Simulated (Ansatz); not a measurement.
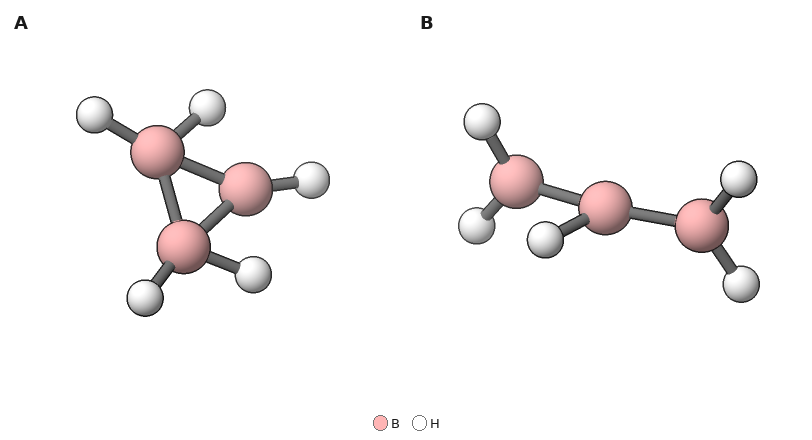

2 stationary structures of one formula. Geometries: PBE-D4/def2-SVP. Electronic energies: PBE-D4/def2-SVP (Ansatz 0.2.0), without zero-point energy. No frequency run is at hand to confirm each as a minimum. Each is one conformer, not always the lowest.

> Which is lowest in energy, and by how much?

A is lowest; B lies 1.391 eV above it.
